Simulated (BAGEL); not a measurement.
# A workflow on C3H4AlF (SMILES C#[C][Al]([CH3])[F])

Aim: a single-point energy (HF/cc-pVDZ), then a single-point energy (NEVPT2(2,2)/cc-pVDZ), then a single-point energy (CASPT2(2,2)/cc-pVDZ) of C3H4AlF. 

Program for the calculation: BAGEL 1.2.2.

1 further run of the same task is left out (set aside as unsound or not needed).

## 1. The system as given

C3H4AlF has 9 atoms, charge 0, and is taken as a singlet. As SMILES, `C#[C][Al]([CH3])[F]`. The shape is that of a PBE0-D4/def2-TZVP optimisation.

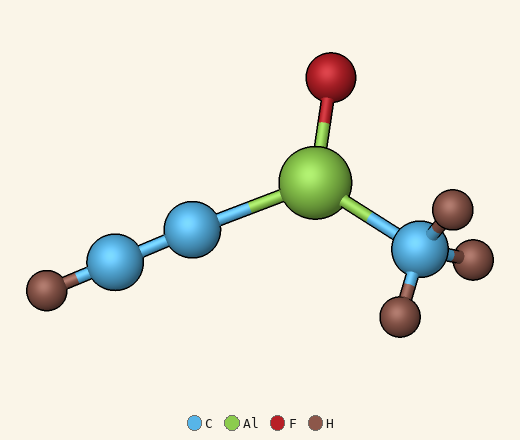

The structure, seen from a chosen angle (carbon blue, aluminium green, fluorine red, hydrogen brown).

## 2. The energy at HF/cc-pVDZ (density fitting with svp-jkfit) (run 1)

The input, calc.json:

```json
{ "bagel": [

{
  "title": "molecule",
  "basis": "cc-pvdz.json",
  "df_basis": "svp-jkfit",
  "angstrom": "true",
  "geometry": [
    { "atom": "C", "xyz": [       0.214820,       2.769914,       0.344218 ] },
    { "atom": "C", "xyz": [       0.305520,       1.631314,      -0.054982 ] },
    { "atom": "Al", "xyz": [       0.406620,      -0.178286,      -0.626582 ] },
    { "atom": "C", "xyz": [      -0.438380,      -1.662186,       0.274118 ] },
    { "atom": "F", "xyz": [       1.286220,      -0.460286,      -1.993382 ] },
    { "atom": "H", "xyz": [       0.139220,       3.776214,       0.690418 ] },
    { "atom": "H", "xyz": [      -1.159600,      -2.156900,      -0.383600 ] },
    { "atom": "H", "xyz": [       0.298920,      -2.419786,       0.555718 ] },
    { "atom": "H", "xyz": [      -0.964580,      -1.346086,       1.177318 ] }
  ]
},

{
  "title": "hf"
},

{
  "title": "print",
  "file": "orbitals.molden",
  "orbitals": "true"
}

]}
```

The basis set cc-pVDZ is read from a file made from the Basis Set Exchange's data (not shown).

On the command line:

```sh
$ BAGEL_NUM_THREADS=1 BAGEL calc.json > calc.out
```

The log of the run:

```text
* using 1 threads per process

  ===============================================================
  ===============================================================

  *** Geometry ***

  { "atom" : "C", "xyz" : [      0.405951,      5.234379,      0.650478 ] },
  { "atom" : "C", "xyz" : [      0.577349,      3.082737,     -0.103901 ] },
  { "atom" : "Al", "xyz" : [      0.768400,     -0.336912,     -1.184068 ] },
  { "atom" : "C", "xyz" : [     -0.828418,     -3.141076,      0.518008 ] },
  { "atom" : "F", "xyz" : [      2.430604,     -0.869814,     -3.766946 ] },
  { "atom" : "H", "xyz" : [      0.263088,      7.136010,      1.304701 ] },
  { "atom" : "H", "xyz" : [     -2.191326,     -4.075950,     -0.724899 ] },
  { "atom" : "H", "xyz" : [      0.564877,     -4.572733,      1.050155 ] },
  { "atom" : "H", "xyz" : [     -1.822792,     -2.543734,      2.224809 ] },

  Number of auxiliary basis functions:      502

  Since a DF basis is specified, we compute 2- and 3-index integrals:
    o Being stored without compression. Storage requirement is 0.035 GB

  Number of basis functions:       94
  Number of electrons      :       44

    * METHOD: MOLECULE                             0.28

  *** RHF ***

  === Nuclear Repulsion ===
   179.1248853200

      * DIIS with orbital gradients will be used.

  === RHF iteration (cc-pvdz.json) ===
      0       -457.08720918          0.01578197           0.08
      1       -457.26925582          0.00823236           0.07
      2       -457.33193218          0.00158328           0.07
      3       -457.33421044          0.00058404           0.07
      4       -457.33451923          0.00008951           0.07
      5       -457.33452733          0.00005358           0.07
      6       -457.33452999          0.00002894           0.07
      7       -457.33453179          0.00001321           0.07
      8       -457.33453225          0.00000576           0.07
      9       -457.33453232          0.00000211           0.08
     10       -457.33453233          0.00000107           0.07
     11       -457.33453233          0.00000024           0.07
     12       -457.33453233          0.00000014           0.07
     13       -457.33453233          0.00000004           0.08
     14       -457.33453233          0.00000002           0.08
     15       -457.33453233          0.00000001           0.07
     16       -457.33453233          0.00000001           0.07
    * SCF iteration converged.

    * Permanent dipole moment:
           (    0.487068,    -0.129377,    -0.749776) a.u.

    * METHOD: HF                                   1.45

    * METHOD: PRINT                                0.02

  ===============================================================
```

Run time: 1.9 s. Hardware: 1 thread of Arm Neoverse V1, shared host; peak memory 0.15 GiB.

## 3. A single-point energy at NEVPT2(2,2)/cc-pVDZ (density fitting with svp-jkfit) (run 2)

The input, input.json:

```json
{ "bagel": [

{
  "title": "molecule",
  "basis": "cc-pvdz.json",
  "df_basis": "svp-jkfit",
  "angstrom": true,
  "geometry": [
    { "atom": "C", "xyz": [       0.214820,       2.769914,       0.344218 ] },
    { "atom": "C", "xyz": [       0.305520,       1.631314,      -0.054982 ] },
    { "atom": "Al", "xyz": [       0.406620,      -0.178286,      -0.626582 ] },
    { "atom": "C", "xyz": [      -0.438380,      -1.662186,       0.274118 ] },
    { "atom": "F", "xyz": [       1.286220,      -0.460286,      -1.993382 ] },
    { "atom": "H", "xyz": [       0.139220,       3.776214,       0.690418 ] },
    { "atom": "H", "xyz": [      -1.159600,      -2.156900,      -0.383600 ] },
    { "atom": "H", "xyz": [       0.298920,      -2.419786,       0.555718 ] },
    { "atom": "H", "xyz": [      -0.964580,      -1.346086,       1.177318 ] }
  ]
},

{ "title": "hf", "charge": 0 },

{ "title": "casscf", "nstate": 1, "nact": 2, "nclosed": 21, "charge": 0, "active": [18, 30], "maxiter": 200, "natocc": true },

{
  "title": "nevpt2",
  "nstate": 1,
  "nact": 2,
  "nclosed": 21,
  "charge": 0,
  "active": [18, 30],
  "maxiter": 200,
  "natocc": true,
  "ncore": 9
},

{ "title": "print", "file": "orbitals.molden", "orbitals": true }

]}
```

The basis set cc-pVDZ is read from a file made from the Basis Set Exchange's data (not shown).

On the command line:

```sh
$ BAGEL_NUM_THREADS=1 BAGEL input.json > input.out
```

The log of the run:

```text
* using 1 threads per process

  ===============================================================
  ===============================================================

  *** Geometry ***

  { "atom" : "C", "xyz" : [      0.405951,      5.234379,      0.650478 ] },
  { "atom" : "C", "xyz" : [      0.577349,      3.082737,     -0.103901 ] },
  { "atom" : "Al", "xyz" : [      0.768400,     -0.336912,     -1.184068 ] },
[... 5 lines of this table left out ...]
  { "atom" : "H", "xyz" : [     -1.822792,     -2.543734,      2.224809 ] },

  Number of auxiliary basis functions:      502

  Since a DF basis is specified, we compute 2- and 3-index integrals:
    o Being stored without compression. Storage requirement is 0.035 GB

[... 18 lines left out ...]
    * SCF iteration converged.
[... 1 line left out ...]
    * Permanent dipole moment:
[... 27 lines left out ...]
    * Second-order optimization converged. *
[... 1 line left out ...]
     guess   0:   closed 1.                   open ..

  === FCI iteration ===

      0  0      -457.33435455     8.14e-02      0.00
      1  0      -457.34948016     9.61e-04      0.00
      2  0 *    -457.34948378     6.74e-16      0.00

     * ci vector, state   0, <S^2> = 0.0000
       2.     0.9957113441
       .2    -0.0925144276

    * METHOD: CASSCF                               4.44

    * freezing 9 orbitals

  === DF-NEVPT2 calculation ===

    * 3-index integral transformation done
    * assembly done

      NEVPT2 correlation energy:   -0.6217559951      0.25

          (+0)     -0.5675180855
          (+0)'    -0.0151697081
          (+1)     -0.0034673256
          (+1)'    -0.0000000000
          (+2)     -0.0002193438
          (-1)     -0.0260920263
          (-1)'     0.0000000000
          (-2)     -0.0092895059

      NEVPT2 total energy:       -457.9712397723

    * METHOD: NEVPT2                               0.40

    * METHOD: PRINT                                0.02

  ===============================================================
```

Run time: 6.9 s. Hardware: 1 thread of Arm Neoverse V1, shared host; peak memory 0.15 GiB.

## 4. A single-point energy at CASPT2(2,2)/cc-pVDZ (density fitting with svp-jkfit) (run 3)

The input, caspt2.json:

```json
{ "bagel": [

{
  "title": "molecule",
  "basis": "cc-pvdz.json",
  "df_basis": "svp-jkfit",
  "angstrom": true,
  "geometry": [
    { "atom": "C", "xyz": [       0.214820,       2.769914,       0.344218 ] },
    { "atom": "C", "xyz": [       0.305520,       1.631314,      -0.054982 ] },
    { "atom": "Al", "xyz": [       0.406620,      -0.178286,      -0.626582 ] },
    { "atom": "C", "xyz": [      -0.438380,      -1.662186,       0.274118 ] },
    { "atom": "F", "xyz": [       1.286220,      -0.460286,      -1.993382 ] },
    { "atom": "H", "xyz": [       0.139220,       3.776214,       0.690418 ] },
    { "atom": "H", "xyz": [      -1.159600,      -2.156900,      -0.383600 ] },
    { "atom": "H", "xyz": [       0.298920,      -2.419786,       0.555718 ] },
    { "atom": "H", "xyz": [      -0.964580,      -1.346086,       1.177318 ] }
  ]
},

{ "title": "hf", "charge": 0 },

{ "title": "casscf", "nstate": 1, "nact": 2, "nclosed": 21, "charge": 0, "active": [18, 30], "maxiter": 200, "natocc": true },

{ "title": "print", "file": "orbitals.molden", "orbitals": true },

{ "title": "smith", "method": "caspt2", "ms": true, "xms": true, "sssr": true, "shift": 0.2, "shift_imag": true, "ncore": 9 }

]}
```

The basis set cc-pVDZ is read from a file made from the Basis Set Exchange's data (not shown).

On the command line:

```sh
$ BAGEL_NUM_THREADS=1 BAGEL caspt2.json > caspt2.out
```

The log of the run:

```text
* using 1 threads per process

  ===============================================================
  ===============================================================

  *** Geometry ***

  { "atom" : "C", "xyz" : [      0.405951,      5.234379,      0.650478 ] },
  { "atom" : "C", "xyz" : [      0.577349,      3.082737,     -0.103901 ] },
  { "atom" : "Al", "xyz" : [      0.768400,     -0.336912,     -1.184068 ] },
[... 5 lines of this table left out ...]
  { "atom" : "H", "xyz" : [     -1.822792,     -2.543734,      2.224809 ] },

  Number of auxiliary basis functions:      502

  Since a DF basis is specified, we compute 2- and 3-index integrals:
    o Being stored without compression. Storage requirement is 0.035 GB

[... 18 lines left out ...]
    * SCF iteration converged.
[... 1 line left out ...]
    * Permanent dipole moment:
[... 27 lines left out ...]
    * Second-order optimization converged. *
[... 9 lines left out ...]
     * ci vector, state   0, <S^2> = 0.0000
[... 16 lines left out ...]
    * Zeroth order energy : state  0       -1.1995532816
[... 4 lines left out ...]
       #      aibj      arbs      arbi      airj      risj      airs      arst      rist         Etot      error   time
[... 2 lines left out ...]
       0  -0.56499  -0.01116  -0.02664  -0.00388  -0.00031  -0.01303  -0.00000  -0.00000   -0.6200273  0.0015147   0.13
       1  -0.56526  -0.01125  -0.02679  -0.00401  -0.00035  -0.01349  -0.00000  -0.00000   -0.6211403  0.0003049   0.11
       2  -0.56528  -0.01125  -0.02679  -0.00402  -0.00035  -0.01351  -0.00000  -0.00000   -0.6211933  0.0000664   0.12
       3  -0.56528  -0.01125  -0.02679  -0.00401  -0.00035  -0.01351  -0.00000  -0.00000   -0.6211954  0.0000155   0.12
       4  -0.56528  -0.01125  -0.02679  -0.00401  -0.00035  -0.01351  -0.00000  -0.00000   -0.6211955  0.0000034   0.12
       5  -0.56528  -0.01125  -0.02679  -0.00401  -0.00035  -0.01351  -0.00000   0.00000   -0.6211955  0.0000007   0.12

      ------------------------------------------------------------------------------------------------------------------

    * CASPT2 energy : state  0     -457.9744223359
        w/o shift correction       -457.9706792978
        reference weight              0.8243566423

    * METHOD: SMITH                                1.03

  ===============================================================
```

It took 7.5 s on 1 thread of Arm Neoverse V1, shared host; peak memory 0.25 GiB.

## 5. Results

| quantity | value |
| --- | --- |
| run 1, HF/cc-pVDZ: total energy | -457.33453 Eh |
| run 1, HF/cc-pVDZ: dipole moment | 2.30 D |
| run 1, HF/cc-pVDZ: HOMO energy | -10.93 eV |
| run 1, HF/cc-pVDZ: LUMO energy | 1.85 eV |
| run 1, HF/cc-pVDZ: HOMO–LUMO gap | 12.78 eV |
| run 2, NEVPT2(2,2)/cc-pVDZ: total energy | -457.97124 Eh |
| run 3, CASPT2(2,2)/cc-pVDZ: total energy | -457.97442 Eh |
